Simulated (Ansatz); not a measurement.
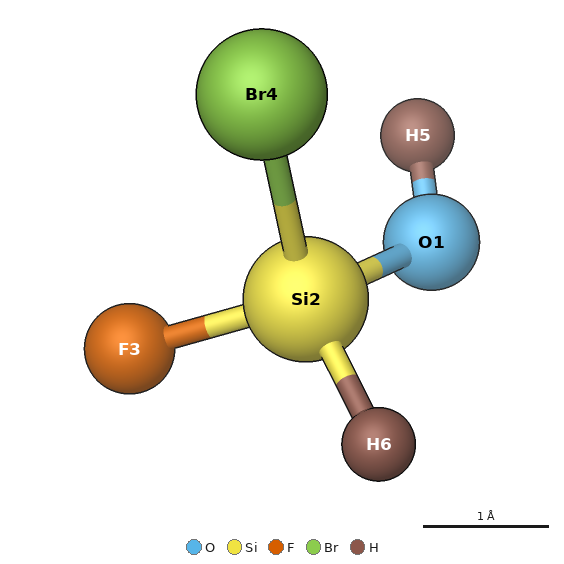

The picture comes from a calculation with Ansatz.

Geometry: relaxed with PBE0-D4/def2-TZVP with one coordinate held away from its value at the minimum.

What are the angles Si2–O1–H5, O1–Si2–F3, O1–Si2–Br4, O1–Si2–H6, F3–Si2–Br4, F3–Si2–H6, Br4–Si2–H6?

| angle | degrees |
| --- | --- |
| Si2–O1–H5 | 119.8 |
| O1–Si2–F3 | 111.1 |
| O1–Si2–Br4 | 111.1 |
| O1–Si2–H6 | 108.1 |
| F3–Si2–Br4 | 106.4 |
| F3–Si2–H6 | 109.0 |
| Br4–Si2–H6 | 111.0 |
